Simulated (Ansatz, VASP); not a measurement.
# AsPb in two plane-wave programs, part 2 of 2

Wanted: the spread between two codes on one cell, functional and k mesh. The cell is invented: As first built, before any earlier steps moved the atoms (in the runner's words): it takes the GeAs structure with some of its atoms replaced by other elements, volume scaled by an estimate. It may not be a known or stable phase. The cell is taken from a series of VASP runs on this material, whose earlier steps may have relaxed, scaled or displaced it; both programs get it as it stands. Other levels of theory on this material are compared in a session of their own. Valence electrons are named where the data sets of a main pair hold unlike numbers.

VASP 6.6.1 and Ansatz 0.2.0.

So far. Step 3 (VASP: band structure, LDA): The PAW data sets were made with PBE, though LDA sets exist; pressures can shift by 1 GPa and more with it. At this level the cell is under a tension of 4.1 GPa, so at these settings it is away from equilibrium.

## 6. VASP: band structure, PBE, spin-orbit coupling

Level of this step: PBE, spin-orbit coupling; plane waves and PAW (Pb_d, As); invented cell (VASP).

The same cell, functional, mesh and smearing now go to VASP, with its own data sets.

File INCAR:

```
SYSTEM = AsPb
PREC = Accurate
ENCUT = 400
EDIFF = 1E-06
NELM = 100
ISMEAR = 0
SIGMA = 0.02
LREAL = .FALSE.
ALGO = Normal
GGA = PE
LNONCOLLINEAR = .TRUE.
MAGMOM = 0 0 0 0 0 0
NBANDS = 30
GGA_COMPAT = .FALSE.
LASPH = .TRUE.
LSORBIT = .TRUE.
LORBIT = 11
LWAVE = .FALSE.
LCHARG = .FALSE.
KPAR = 4
```

File POSCAR:

```
AsPb
1.0
   -2.0657309460      2.0657309460      3.3498724957
    2.0657309460     -2.0657309460      3.3498724957
    2.0657309460      2.0657309460     -3.3498724957
Pb As
1 1
Direct
    0.0052393533      0.0052393533      0.0000000000
    0.5807606467      0.5807606467      0.0000000000
```

File KPOINTS:

```
Automatic mesh
0
Gamma
6 6 6
0 0 0
```

File KPOINTS_OPT:

```
Line mode
16
Line-mode
Reciprocal
  0.00000000   0.00000000   0.00000000 GAMMA
  0.00000000   0.00000000   0.50000000 X

  0.00000000   0.00000000   0.50000000 X
 -0.19013452   0.19013452   0.50000000 Y

 -0.19013452   0.19013452   0.50000000 Y
 -0.34506726   0.34506726   0.34506726 S

 -0.34506726   0.34506726   0.34506726 S
  0.00000000   0.00000000   0.00000000 GAMMA

  0.00000000   0.00000000   0.00000000 GAMMA
  0.50000000   0.50000000  -0.50000000 Z

  0.50000000   0.50000000  -0.50000000 Z
  0.34506726   0.65493274  -0.34506726 S1

  0.34506726   0.65493274  -0.34506726 S1
  0.00000000   0.50000000   0.00000000 N

  0.00000000   0.50000000   0.00000000 N
  0.25000000   0.25000000   0.25000000 P

  0.25000000   0.25000000   0.25000000 P
  0.50000000   0.50000000  -0.19013452 Y1

  0.50000000   0.50000000  -0.19013452 Y1
  0.50000000   0.50000000  -0.50000000 Z

  0.00000000   0.00000000   0.50000000 X
  0.25000000   0.25000000   0.25000000 P
```

The projector-augmented-wave data sets are Pb_d and As (PBE family, release 64).

The run is started by

```sh
mpirun -np 4 vasp_ncl
```

Numbers of over 12 decimals in the logs are rounded to 6 here.

What it wrote:

```text
[banner, memory and clock lines left out]
running    4 mpi-ranks, on    1 nodes
[...]
LDA part: xc-table for (Slater+PW92), standard interpolation
 POSCAR, INCAR and KPOINTS ok, starting setup
[...]
entering main loop
       N       E                     dE             d eps       ncg     rms          rms(c)
DAV:   1     0.172901750096E+03    0.17290E+03   -0.73988E+03  2880   0.107E+03
DAV:   2     0.661145141738E+01   -0.16629E+03   -0.16006E+03  3000   0.327E+02
DAV:   3    -0.810211139093E+01   -0.14714E+02   -0.14467E+02  3774   0.119E+02
DAV:   4    -0.861670367901E+01   -0.51459E+00   -0.51379E+00  3440   0.250E+01
[...]
DAV:  10    -0.854279243017E+01    0.46941E-04   -0.35507E-04  4104   0.231E-01    0.252E-02
DAV:  11    -0.854281103220E+01   -0.18602E-04   -0.87946E-05  3234   0.791E-02    0.405E-03
DAV:  12    -0.854281188928E+01   -0.85708E-06   -0.38195E-06  3234   0.145E-02
   1 F= -.85428119E+01 E0= -.85426721E+01  d E =-.279511E-03  mag=     0.0000    -0.0000     0.0000
 Start KPOINTS_OPT (optional k-point list driver)
k-point batch [1-48\176]
       N       E                     dE             ncg
DAV:   1     0.301810299442E+04   -0.18862E+05     2880
DAV:   2    -0.498785694959E+04   -0.80060E+04     2994
DAV:   3    -0.569925882569E+04   -0.71140E+03     3862
DAV:   4    -0.572325097391E+04   -0.23992E+02     3602
DAV:   5    -0.572435914995E+04   -0.11082E+01     4124
DAV:   6    -0.572437714423E+04   -0.17994E-01     3804
DAV:   7    -0.572437750320E+04   -0.35897E-03     4132
DAV:   8    -0.572437750777E+04   -0.45737E-05     3210
DAV:   9    -0.572437750810E+04   -0.33483E-06     2180
[...]
k-point batch [145-176\176]
       N       E                     dE             ncg
DAV:   1     0.108449156395E+05   -0.15573E+05     1920
DAV:   2     0.551725941400E+04   -0.53277E+04     1944
DAV:   3     0.505619985470E+04   -0.46106E+03     2530
DAV:   4     0.504085408115E+04   -0.15346E+02     2328
DAV:   5     0.504010059366E+04   -0.75349E+00     2838
DAV:   6     0.504009274694E+04   -0.78467E-02     2478
DAV:   7     0.504009248900E+04   -0.25794E-03     2814
DAV:   8     0.504009248663E+04   -0.23665E-05     2048
DAV:   9     0.504009248642E+04   -0.21561E-06     1460
```

Parts of OUTCAR (step 6):

```text
  Total       -0.1215722     -0.1215722      0.2257574      0.0000000     -0.0000000      0.0000000
  in kB       -3.4065052     -3.4065052      6.3258193      0.0000000     -0.0000000      0.0000000
  external PRESSURE =      -0.1623970 kB  Pullay stress =       0.0000000 kB

 POSITION                                       TOTAL-FORCE (eV/Angst)
 -----------------------------------------------------------------------------------
      0.00000      0.00000      0.03510         0.000000      0.000000     -0.008888
      0.00000      0.00000      3.89095        -0.000000     -0.000000      0.008888
 -----------------------------------------------------------------------------------
    total drift:                               -0.000000     -0.000000      0.000511

  FREE ENERGIE OF THE ION-ELECTRON SYSTEM (eV)
  ---------------------------------------------------
  free  energy   TOTEN  =        -8.5428118893 eV

  energy  without entropy=       -8.5425323781  energy(sigma->0) =       -8.54267213

 magnetization (x)
# of ion       s       p       d       tot
------------------------------------------
    1        0.000   0.000  -0.000   0.000
    2        0.000   0.000   0.000   0.000
--------------------------------------------------
tot          0.000   0.000  -0.000   0.000

 magnetization (y)
# of ion       s       p       d       tot
------------------------------------------
    1        0.000   0.000   0.000   0.000
    2        0.000   0.000   0.000   0.000
--------------------------------------------------
tot          0.000   0.000   0.000   0.000

 magnetization (z)
# of ion       s       p       d       tot
------------------------------------------
    1        0.000   0.000   0.000   0.000
    2        0.000   0.000   0.000   0.000
--------------------------------------------------
tot          0.000   0.000   0.000   0.000

[... 1 part as in an earlier step ...]

[... 2 further parts left out ...]
[key lines of the parts left out:]
E-fermi :   4.8760
```

The run ends at a pressure of -0.02 GPa, with forces up to 0.0089 eV/Å.

## 7. Comparison

What differs besides the data sets and the points named for the pairs above, as far as they apply: spin-orbit coupling enters by fully relativistic files in Ansatz and inside the spheres in VASP; the data sets hold 29 valence electrons in Ansatz (on its fully relativistic PAW (standard-fr) files) and 19 in VASP. Total energies have different zeros and are not compared.

Both answers:

```
      quantity  Ansatz   VASP  difference
pressure (GPa)   -0.12  -0.02       -0.10
```

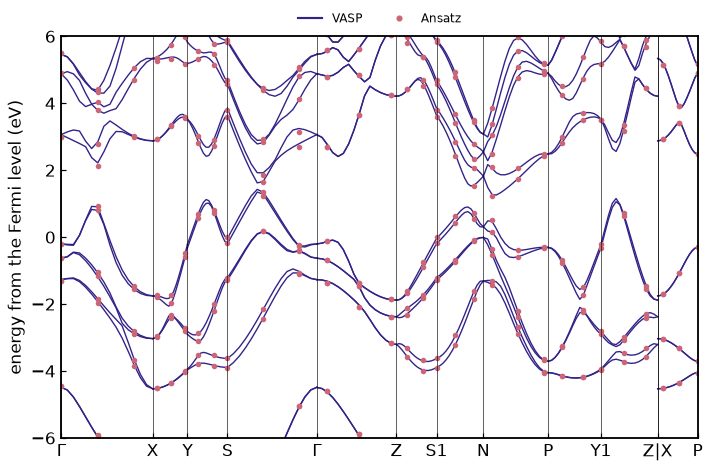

Bands from VASP (lines) and levels from Ansatz (dots). Dots without a line are higher empty bands that the VASP plot leaves out.

At this near-relaxed geometry the largest component of a force difference is 19 meV/Å. Levels from 3 eV below to 2 eV above the Fermi level differ by 19 meV r.m.s. and 59 meV at most; each VASP level is matched to the nearest of Ansatz, which flatters the figure a little.

## 8. Results

```
r.m.s. difference of levels near the Fermi level (band structure, LDA)                      : 10 meV
r.m.s. force difference (band structure, LDA)                                               : 8.8 meV/Å
r.m.s. difference of levels near the Fermi level (band structure, PBE, spin-orbit coupling) : 19 meV
r.m.s. force difference (band structure, PBE, spin-orbit coupling)                          : 11 meV/Å
```

In words: The r.m.s. force difference is 11 meV/Å (band structure, PBE, spin-orbit coupling), within the 12 meV/Å picked in this series as the mark of a large difference. The data sets hold unlike numbers of valence electrons (29 in Ansatz and 19 in VASP), so part of the differences comes from the potentials. 3 further runs of this series are not shown here. Such differences can come from data sets, numerical settings and the points named under the comparisons, not from the functional's error against experiment.

[Lines on the potential files, build, host, timing and source positions are cut from VASP's logs without a mark.]

[Logs are printed without paths, hosts, clocks, repeated set-up lines and the standing remarks that a program may print on its own settings, such as how far it seeks lower states.]

[Hosts, paths, dates, database ids (printed as entryN), source tags and the programs' standing remarks are cut or masked in the printed files.]
